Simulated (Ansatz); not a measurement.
# FH2SeSi radical: basis-set convergence

How large a basis does FH2SeSi radical need? Two functionals are run in growing sets.

The runs use Ansatz 0.2.0, Gaussian basis; one geometry, several basis sets.

Plan: PBE0-D4/def2-SVP; ωB97M-V/def2-SVP; PBE0-D4/def2-QZVPP; ωB97M-V/def2-QZVPP; the functionals' def2-TZVPP values are taken from earlier runs.

## Step 1: Structure used throughout

All runs share one geometry, relaxed beforehand with PBE0-D4 in a triple-zeta def2 set.

SMILES `F[SiH][SeH]`, 5 atoms, charge 0, spin multiplicity 2.

Atoms are counted from 1 here; the program's logs count them from 0.

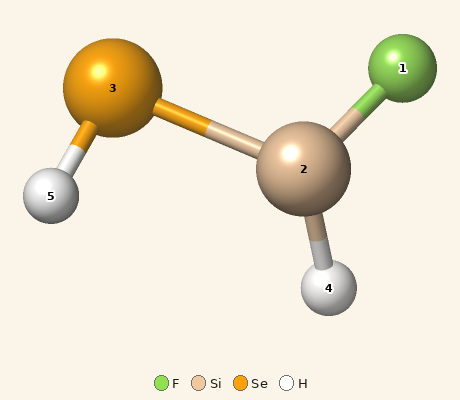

The geometry (fluorine green, silicon light orange, selenium orange, hydrogen white); atoms are numbered from 1 in the order of the file.

## Step 2: PBE0-D4 in def2-SVP

The input, in.yaml:

```yaml
crystal:
  periodic: [false, false, false]
  atoms:
    - {symbol: F, position_ang: [-0.580699, -1.422809, 1.312107]}
    - {symbol: Si, position_ang: [-0.677867, -0.218344, 0.258322]}
    - {symbol: Se, position_ang: [1.408826, 0.693260, 0.205472]}
    - {symbol: H, position_ang: [-1.053433, -0.828988, -1.056353]}
    - {symbol: H, position_ang: [0.953074, 1.703181, -0.760948]}
basis:
  gaussian: {orbitals: def2-SVP}
magnetization: {spin_polarized: true, initial_magnetization: 1}
hamiltonian: {xc: pbe0, dispersion: d4}
output: {orbitals: {seedname: orbitals}}
```

The runs that follow: ωB97M-V in def2-SVP; PBE0-D4 in def2-QZVPP; ωB97M-V in def2-QZVPP.

Q: Predict the results of all the runs planned. Wanted: PBE0-D4: double and triple zeta above quadruple; ωB97M-V: double and triple zeta above quadruple.

**Answer**, as computed:

```
                                       quantity           value
PBE0-D4: double and triple zeta above quadruple  16.25, 1.81 eV
ωB97M-V: double and triple zeta above quadruple  16.21, 1.74 eV
```

What this shows: For PBE0-D4 the step from double to triple zeta gains 14.45 eV and the next only 1.81 eV. Total energies overstate the basis error of differences, where much of it tends to cancel.
